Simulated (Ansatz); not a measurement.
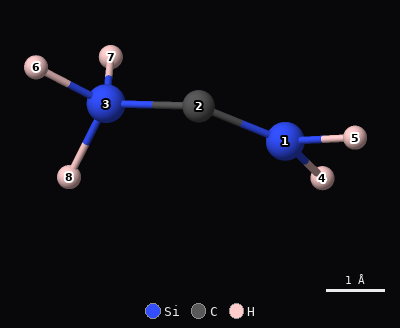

CH$_{5}$Si$_{2}$ (charge −1), before the relaxation. Style: ball-and-stick. Shown from a free direction.

The run prepares an end point of a later path (torsion) calculation, from a guessed geometry.

Level of theory: RKS PBE0-D4/6-31G in Ansatz 0.2.0.

Input
```yaml
crystal:
  periodic: [false, false, false]
  atoms:
    - { symbol: Si, position_ang: [-0.65151, 1.31003, -1.04058] }
    - { symbol: C, position_ang: [0.59762, 0.17976, -0.62433] }
    - { symbol: Si, position_ang: [0.58647, -1.01607, 0.74928] }
    - { symbol: H, position_ang: [-2.0287, 1.80344, -0.64246] }
    - { symbol: H, position_ang: [-0.4285, 2.2114, -2.22312] }
    - { symbol: H, position_ang: [1.79348, -1.8953, 1.02375] }
    - { symbol: H, position_ang: [0.43824, -0.31923, 2.07868] }
    - { symbol: H, position_ang: [-0.50534, -2.06694, 0.85744] }
total_charge: -1
basis:
  gaussian: { orbitals: "6-31G" }
hamiltonian:
  xc: pbe0
  dispersion: d4
relax:
  f_tol: 0.015
  max_steps: 40
output:
  orbitals: {}
```

Command:
```bash
ansatz run input.yaml --threads 1 --pin off --max-ram 2048MiB --backend cpu --events-out ev --progress --plain --runs-dir out
```

> What does the optimiser find from here?

The energy falls by 5.46 kcal/mol in 14 geometry steps. Largest force component: 0.72 eV/Å at the start, 0.0079 eV/Å at the end. H4 moves most after the best rigid fit: 0.99 Å. Largest moves by element: H 0.99 Å, C 0.52 Å, Si 0.19 Å. Among the contacts that change: Si3–H8 1.519 → 1.554 Å, Si1–H4 1.516 → 1.543 Å, Si3–H7 1.508 → 1.531 Å, Si1–H5 1.504 → 1.522 Å. Among the angles between lasting bonds that change: C2–Si1–H4 143.4° → 133.7°, C2–Si3–H6 120.8° → 111.9°, H4–Si1–H5 98.4° → 105.0°. Groups turn about C2–Si3 by about 60°. The run took 29 s on 1 thread of Arm Neoverse V1, on a shared host, peak memory 0.11 GiB.

The structure at the end:

```xyz
8

Si   -0.6432    1.3286   -1.1490
C     0.5672    0.5181   -0.2290
Si    0.5284   -0.9261    0.9021
H    -2.1592    1.1160   -1.3390
H    -0.3027    2.5339   -2.0132
H     1.4776   -2.0360    0.4422
H     1.0671   -0.5742    2.2910
H    -0.7335   -1.7533    1.2736
```

After the run, drawn alike:

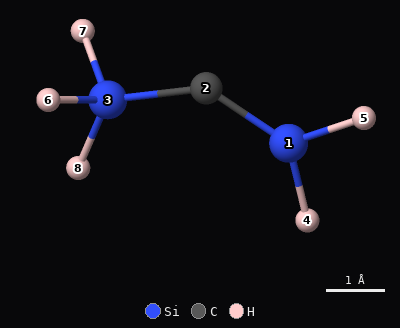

Limits of the set-up: the basis has no diffuse functions, which an anion needs.
